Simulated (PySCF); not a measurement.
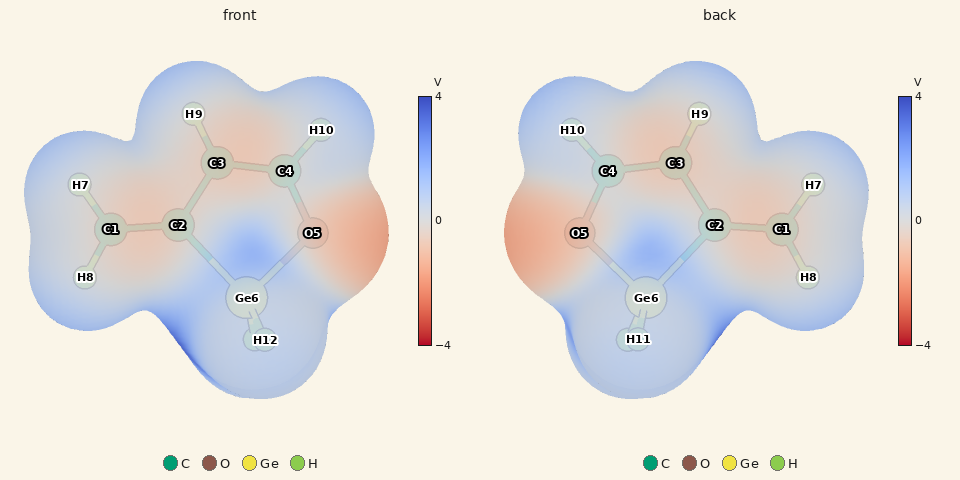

C$_{4}$H$_{6}$GeO (SMILES C=[C]1C=C[O][GeH2]1). The molecular electrostatic potential painted on the density surface at 0.004 e/bohr³, seen from the front and from behind; the colour scale runs from red (negative) to blue (positive).

Geometry: GFN2-xTB.

Level of theory: wB97X-D/def2-SVPD, SCF density, gas phase in PySCF.

```xyz
12

C     1.9634   -0.2801   -0.3316
C     0.6572   -0.1272   -0.1157
C    -0.3285   -1.1891   -0.0523
C    -1.5864   -0.7965    0.1771
O    -1.8981    0.5053    0.3373
Ge   -0.3865    1.5188    0.1873
H     2.3947   -1.2582   -0.4819
H     2.6401    0.5565   -0.3657
H    -0.0542   -2.2210   -0.1835
H    -2.4371   -1.4600    0.2531
H    -0.6717    2.4789   -0.9415
H    -0.2917    2.2720    1.4914
```

**Which sites attract a positive test charge, and which a negative one?**

A positive charge is drawn to the negative regions and a negative charge to the positive ones. The most negative region (about −1.6 V) lies over O5, the most positive (about +3.2 V) over Ge6. O5 is the likeliest acceptor of a hydrogen bond.
